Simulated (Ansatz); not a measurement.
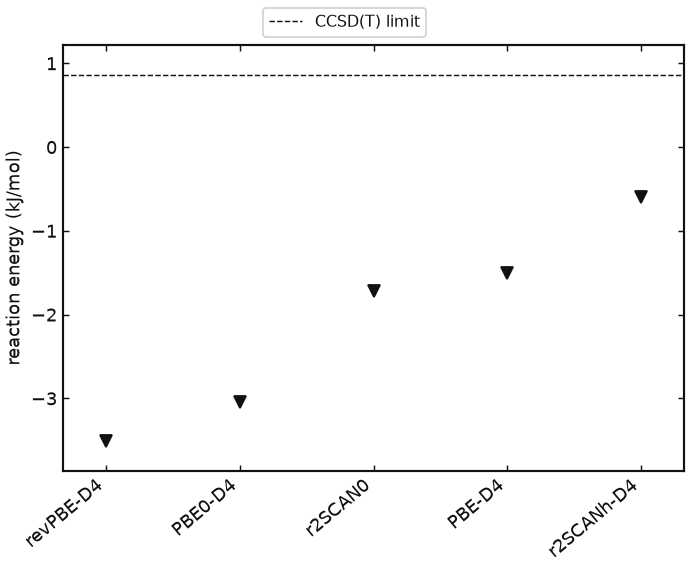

Electronic reaction energy of SiPH₅O ([SiH3]OP) + ZnNH₃ ([NH2][ZnH]) → ZnPNH₄ (P[NH][ZnH]) + SiH₄O (O[SiH3]) (SMILES in brackets) at several levels (functionals in def2-TZVPP unless a basis is named), isolated molecules at PBE0-D4 triple-zeta geometries, minima by their frequencies, no zero-point or thermal terms, the Ansatz code 0.2.0. The line is frozen-core CCSD(T) at the basis limit (MP2 extrapolated from triple and quadruple zeta, plus CCSD(T) less MP2 in a smaller set). Choice of cores on heavy atoms: Zn/Cu 3s3p. No dispersion term is added to r2SCAN0.

Question: What do zero-point energy and temperature add?

Answer: Zero-point change 1.6 kJ/mol; at 298.15 K and 1 bar the CCSD(T) limit plus thermal terms gives an enthalpy of reaction of 1.3 and a free energy of 5.8 kJ/mol (harmonic PBE0-D4 modes, ideal gas).

Question: What range do the values span, the line included?

Answer: From −3.5 kJ/mol (revPBE-D4) to 0.9 kJ/mol (CCSD(T) limit).

Note: no scalar relativity up to krypton.
